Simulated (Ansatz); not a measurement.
```csv
atom,x (Å),y (Å),z (Å)
S,-0.9340,-1.9915,0.0142
S,-1.4997,0.0288,0.5940
Ge,0.5390,0.7629,0.2280
H,-1.2300,-1.6722,-1.3457
H,0.9542,0.5280,-1.2614
H,0.6483,2.2900,0.5694
H,1.5836,-0.0139,1.1558
```

All numbers below come from SCF lc_wpbe, Gaussian basis (Ansatz 0.2.0).

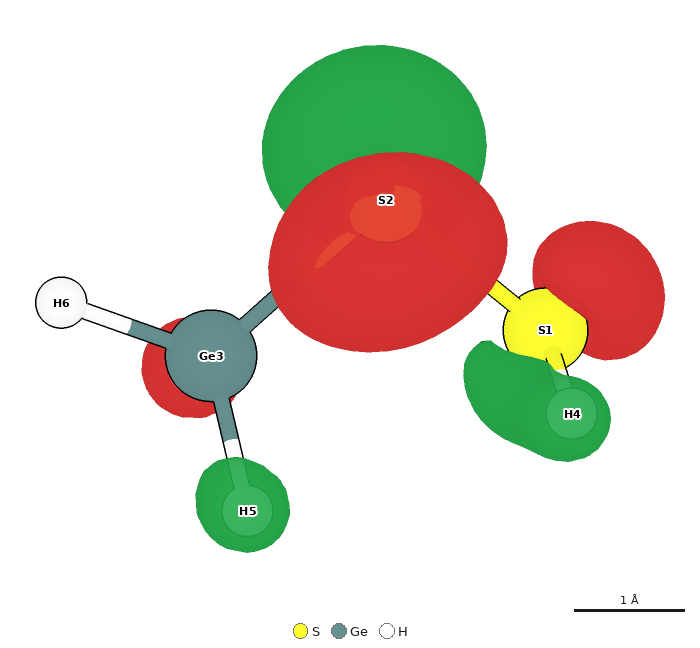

GeH4S2 (SMILES S[S][GeH3]). The HOMO−1 at ±0.15 Å⁻³ᐟ² (green and red are the two phases), seen at a tilt.

### What is the character of this orbital?

It lies mainly on S2 (about 65 %), S1 (about 15 %) and Ge3 (about 10 %). Its energy is −10.19 eV.
